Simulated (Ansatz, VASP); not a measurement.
## Cross-check of GaN between VASP and Ansatz

Aim: how closely do two programs agree when they are given the same cell, functional and k mesh?

Calculated with Ansatz 0.2.0; plane waves, with VASP 6.6.1 beside it; G0W0 gap at PBE.

**1. The structure**

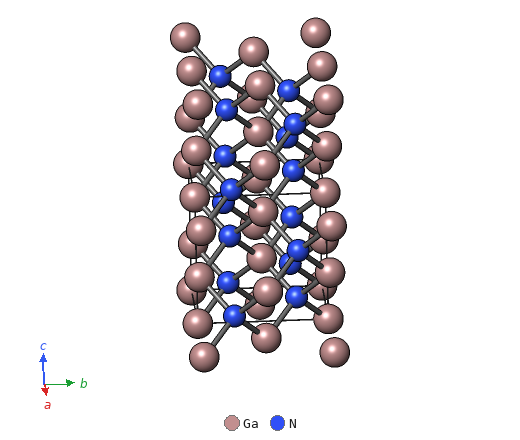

The starting structure, seen slightly off an axis (gallium pink, nitrogen blue). 2×1×2 cells are drawn. This picture shows the conventional cell, with its axes. Bonds to atoms that aren't drawn are left out. Some periodic images of atoms are drawn too.

Structure file:

```
Ga N
1.0
     0.00000    2.29770    2.29770
     2.29770    0.00000    2.29770
     2.29770    2.29770    0.00000
Ga N
1 1
Direct
  0.00000 0.00000 0.00000
  0.25000 0.25000 0.25000
```

**2. Ansatz: G0W0 gap, PBE**

Ansatz runs on its default PAW (the set named soft_2) files.

Quasiparticle shifts depend on high empty states and on the cores, so they are the hardest test of two PAW sets.

input.yaml reads:

```yaml
crystal:
  lattice:
    - [0.0, 2.2976981147, 2.2976981147]
    - [2.2976981147, 0.0, 2.2976981147]
    - [2.2976981147, 2.2976981147, 0.0]
  atoms:
    - { symbol: Ga, position: [0.0, 0.0, 0.0] }
    - { symbol: "N", position: [0.25, 0.25, 0.25] }
hamiltonian:
  xc: pbe
  pseudopotentials: { kind: paw }
kpoints:
  mp_grid: { grid: [6, 6, 6] }
scf:
  occupations: { method: fixed }
gw:
  n_empty_bands: 87
  ecut_chi: 150.0
  qp_bands: [v2, c2]
  qp_kpoints: band_edges
  screening: { model: contour_deformation }
```

Launch:

```sh
> ansatz run input.yaml --threads 4 --pin off --max-ram 9216MiB --backend cpu --events-out ev --progress --plain --runs-dir out
```

Numbers of over 12 decimals in the logs are rounded to 6 here.

Output:

```text
Engine: ansatz 0.2.0, aarch64-unknown-linux-gnu
Pseudopotentials: kind: paw
Pseudopotential: Ga, paw, valence charge 13, recommended cutoff 420 eV (normal), Ga.paw.azcp
Pseudopotential: N, paw, valence charge 5, recommended cutoff 420 eV (normal), N.paw.azcp
Functional definition: PBE
  parameter kappa = 0.804
  parameter beta = 0.066725
  exchange = pbe_x(kappa = kappa, mu = beta*pi^2/3)
  correlation = pbe_c(beta = beta)
Crystal: 2 atoms, lattice volume = 24.261 Å³
Basis set: ecut = 420 eV, 459 PW (Γ)
Bands: 13, of which v1, the nominal top of the filled ones, is band 9 counted from 1 (8 counted from 0)
Symmetry: 24 space group operations
Space group: F-43m (ITA 216), of the structure as read, at distance tolerance 2.9e-5 Å
k-points: 16 of 216 (time reversal used)
Non-local potential: Ga, projectors of the file, l = 0: 2, l = 1: 2, l = 2: 3, l = 3: 1
Non-local potential: N, projectors of the file, l = 0: 2, l = 1: 2, l = 2: 1
PAW form: soft (Blöchl's): semilocal exchange-correlation on the pseudo side does not see the compensation charge
PAW one-centre angular grid: Ga, 590 points (default); XC on 64 Gauss nodes
PAW one-centre angular grid: N, 110 points (default); XC on 64 Gauss nodes
Initial density: superposition of atomic densities (neutral atoms: chi_scale 0, normalization atom), corrected by the library's trained network
Initial wavefunctions: pseudopotential atomic-orbital guess
Functional: x = pbe(κ = 0.804, μ = 0.219515), c = pbe(β = 0.066725)
SCF iter   1: F=—  HF=-4167.890888 eV  |F-HF|=—  |Δ(HF+E_count)|=         —  Δρ=6.04e-4  dr2=2.95e-5  ethr=1.77e-3  ⟨swp⟩=4.1  Hψ=938  notcnv=0  defer=25
preconditioner: auto → none  [insulator: Δε(μ)=1.338 eV  Ē_g=18.316 eV  n_scr=8 (ndim 8)  ℏωp=32.0 eV  f_vac=0.002  ε∞_Penn≈4.0]
SCF iter   2: F=—  HF=-4167.891196 eV  |F-HF|=—  |Δ(HF+E_count)|=   3.07e-4  Δρ=3.23e-4  dr2=6.66e-6  ethr=1.64e-7  ⟨swp⟩=2.9  Hψ=531  notcnv=0  defer=31
SCF iter   3: F=—  HF=-4167.891235 eV  |F-HF|=—  |Δ(HF+E_count)|=   3.97e-5  Δρ=1.33e-4  dr2=1.19e-6  ethr=3.70e-8  ⟨swp⟩=2.0  Hψ=342  notcnv=0  defer=32
SCF iter   4: F=—  HF=-4167.891244 eV  |F-HF|=—  |Δ(HF+E_count)|=   9.09e-6  Δρ=5.01e-5  dr2=5.75e-7  ethr=6.60e-9  ⟨swp⟩=2.0  Hψ=352  notcnv=0  defer=32
iter 5 did not close the SCF: its close was put off for the readings that it lacked (scf_convergence_deferred on its scf_iter line)
SCF iter   5: F=-4167.891244 eV  HF=-4167.891244 eV  |F-HF|=3.96e-8  |Δ(HF+E_count)|=   6.77e-8  Δρ=1.76e-5  dr2=6.50e-8  ethr=3.19e-9  ⟨swp⟩=2.0  Hψ=337  notcnv=0  defer=32
SCF iter   6: F=-4167.891244 eV  HF=-4167.891244 eV  |F-HF|=5.60e-9  |Δ(HF+E_count)|=   2.16e-9  Δρ=7.00e-6  dr2=6.88e-9  ethr=3.61e-10  ⟨swp⟩=3.6  Hψ=924  notcnv=0
SCF 1 converged in 6 iterations: F = -4167.891244 eV  dr2 = 6.88e-9
  greatest PAW one-centre occupation: 0.995 electrons in one spin orbital (limit 2), on the Ga atom at site 0 (counted from 0), in its partial waves of l = 2
NSCF: frozen V_eff on 16 k-points
G₀W₀ screening: q 1/16
G₀W₀ screening: q 2/16 (q-point 6)
G₀W₀ screening: q 3/16 (q-point 7)
G₀W₀ screening: q 4/16 (q-point 8)
G₀W₀ screening: q 5/16 (q-point 11)
G₀W₀ screening: q 6/16 (q-point 14)
G₀W₀ screening: q 7/16 (q-point 15)
G₀W₀ screening: q 8/16 (q-point 9)
G₀W₀ screening: q 9/16 (q-point 12)
G₀W₀ screening: q 10/16 (q-point 16)
G₀W₀ screening: q 11/16 (q-point 2)
G₀W₀ screening: q 12/16 (q-point 3)
G₀W₀ screening: q 13/16 (q-point 5)
G₀W₀ screening: q 14/16 (q-point 10)
G₀W₀ screening: q 15/16 (q-point 4)
G₀W₀ screening: q 16/16 (q-point 13)
G₀W₀ self-energy: k 1/8
G₀W₀ self-energy: k 2/8
G₀W₀ self-energy: k 3/8
G₀W₀ self-energy: k 4/8
G₀W₀ self-energy: k 5/8
G₀W₀ self-energy: k 6/8
G₀W₀ self-energy: k 7/8
G₀W₀ self-energy: k 8/8
NSCF: frozen V_eff on 1 k-points
NSCF: frozen V_eff on 1 k-points
SCF converged after 6 iterations
Free energy (F): -4167.891244 eV
Harris-Foulkes:  -4167.891244 eV  (|F-HF|=5.60e-9)
Internal energy: -4167.891244 eV  (E = F + TS)
E sigma→0 (E₀):  -4167.891244 eV
Fermi energy:    8.796987 eV
--- Per-component energies (eV) ---
  E_band       = -19.479074
  E_kinetic    = 244.806982
  E_local      = -1995.435779  (includes V_loc(G=0)·N_el)
  E_nonlocal   = 474.159471
  E_hartree    = 913.837213
  E_xc         = -127.950063
  E_vxc        = -133.003338  (∫ρ·V_xc dr)
  E_paw        = -2120.409395  (= ΣΔE_a)
  E_vpaw       = -437.677267  (= ΣTr[D̂ρ^β])
  E_aug_tail   = 0.000082  (compensation charges beyond the density's cutoff)
  E_ewald      = -1556.899756
  E_smearing   = -0.000000  (= −TS)
  E_closure    = 0.000000  (closes the sum)
  Σ components = -4167.891244   (vs F -4167.891244, Δ=0.00e0)
--- Band table (eV; the first three rows and the last of 16) ---
  k-point 0: bands = [... 5 lower, -4.3947, 8.7970, 8.7970, 8.7970, 10.1387, 18.7381, 18.7381, 18.7381]
  k-point 1: bands = [... 5 lower, -4.3956, 6.5273, 8.5436, 8.5436, 11.7909, 17.7040, 19.0717, 19.0717]
  k-point 2: bands = [... 5 lower, -3.8315, 3.6438, 8.0981, 8.0981, 12.8772, 17.1175, 19.0829, 19.0829]
  k-point 15: bands = [... 5 lower, -2.5095, 3.1828, 5.5999, 5.6226, 13.9939, 16.2034, 19.6607, 19.7942]
--- G₀W₀: contour deformation, 7 samples at zero and on the imaginary axis and 3 off it, 216 q-points, 87 empty bands' worth ---
  eigenvalues of the whole cell's RPA ε∞ on this k-mesh (on a slab, of 1 + 4πα/V) = 7.9321, 7.9321, 7.9321; static W/v taken at q = 0 is 0.126070
  gw.qp_kpoints: band_edges: 8 of 16 stored k-points solved, in 1 pass; an edge of the gap read off the rows below is read off those points alone
    valence top: of the k-points left out ik 4 came nearest to being solved in a further pass, in band 8 (counted from 1, as in the quasiparticle table): it holds the edge there only if its correction is more favourable than any solved in that band by at least 0.735 eV; those differ by 0.267 eV
    conduction bottom: of the k-points left out ik 4 came nearest to being solved in a further pass, in band 10 (counted from 1, as in the quasiparticle table): it holds the edge there only if its correction is more favourable than any solved in that band by at least 1.893 eV; those differ by 0.503 eV
    ik  band        ε_KS         Σx   Σc(E_QP)       V_xc       Z   E_QP_lin       E_QP  E_QP is
     0     8      8.7970   -23.2942     2.9951   -19.7936  0.7466     8.2831     8.2915  root
     0     9      8.7970   -23.2942     2.9951   -19.7936  0.7466     8.2831     8.2915  root
     0    10     10.1387   -11.5490    -3.5742   -15.5702  0.7827    10.5913    10.5857  root
     0    11     18.7381    -7.6611    -5.3920   -13.6218  0.7743    19.3191    19.3068  root
     1     8      8.5436   -23.0244     3.0601   -19.4325  0.7459     8.0023     8.0118  root
     1     9      8.5436   -23.0244     3.0601   -19.4325  0.7459     8.0023     8.0118  root
     1    10     11.7909   -11.9316    -3.7605   -16.2186  0.7723    12.3261    12.3173  root
     1    11     17.7040    -8.0773    -5.3443   -14.0121  0.7690    18.3078    18.2944  root
     2     8      8.0981   -22.5729     3.1798   -18.8189  0.7442     7.5122     7.5240  root
     2     9      8.0981   -22.5729     3.1798   -18.8189  0.7442     7.5122     7.5240  root
     2    10     12.8772   -10.3416    -4.4291   -15.3503  0.7804    13.4684    13.4568  root
     2    11     17.1175    -8.8768    -5.5767   -15.1039  0.7471    17.7874    17.7680  root
     3     8      7.8970   -22.3683     3.2293   -18.5494  0.7433     7.2948     7.3074  root
     3     9      7.8970   -22.3683     3.2293   -18.5494  0.7433     7.2948     7.3074  root
     3    10     13.0358   -10.0291    -4.4794   -15.0703  0.7874    13.6084    13.5976  root
     3    11     17.2221    -8.9259    -5.8210   -15.3907  0.7250    17.8831    17.8659  root
     8     8      7.1776   -21.6292     3.3074   -17.6566  0.7407     6.4943     6.5124  root
     8     9      8.4201   -22.8810     3.0975   -19.2435  0.7453     7.8701     7.8801  root
     8    10     13.2046   -11.3590    -4.3936   -16.4033  0.7642    13.8711    13.8553  root
     8    11     17.0890    -8.9204    -5.2511   -14.7900  0.7661    17.7226    17.7075  root
     9     8      6.8306   -21.3759     3.4595   -17.2319  0.7372     6.1265     6.1462  root
     9     9      6.8306   -21.3759     3.4595   -17.2319  0.7372     6.1265     6.1462  root
     9    10     12.9422    -8.4602    -4.2249   -12.9834  0.7876    13.2430    13.2404  root
     9    11     15.3558   -10.1493    -4.9893   -15.8659  0.7762    16.1046    16.0831  root
    12     8      6.2897   -20.8316     3.5757   -16.5447  0.7332     5.5561     5.5785  root
    12     9      6.2897   -20.8316     3.5757   -16.5447  0.7332     5.5561     5.5785  root
    12    10     12.1289    -8.1868    -3.9770   -12.3113  0.7995    12.2770    12.2764  root
    12    11     15.1060    -9.9183    -4.8148   -15.3852  0.7832    15.7745    15.7582  root
    14     8      5.3051   -20.6464     3.8076   -16.0662  0.7218     4.5000     4.5325  root
    14     9      6.5972   -20.9971     3.4470   -16.8429  0.7370     5.8680     5.8899  root
    14    10     15.1832    -9.0805    -4.6245   -14.1236  0.7701    15.6078    15.6017  root
    14    11     15.8204   -10.6657    -5.3637   -16.8553  0.7514    16.6805    16.6463  root
```

Wall time 17 s (4 threads of Arm Neoverse V1, shared host); peak memory 0.42 GiB; 52 s of CPU time.

Reading the cycles: dr2 is the Hartree energy of the density residual (eV), the measure of convergence; HF is the Harris–Foulkes estimate of the energy, which meets the free energy F at convergence.

(Part 1 of 2 ends here.)

[Lines on the potential files, build, host, timing and source positions are cut from VASP's logs without a mark.]

[Logs are printed without paths, hosts, clocks, repeated set-up lines and the standing remarks that a program may print on its own settings, such as how far it seeks lower states.]

[Hosts, paths, dates, database ids (printed as entryN), source tags and the programs' standing remarks are cut or masked in the printed files.]
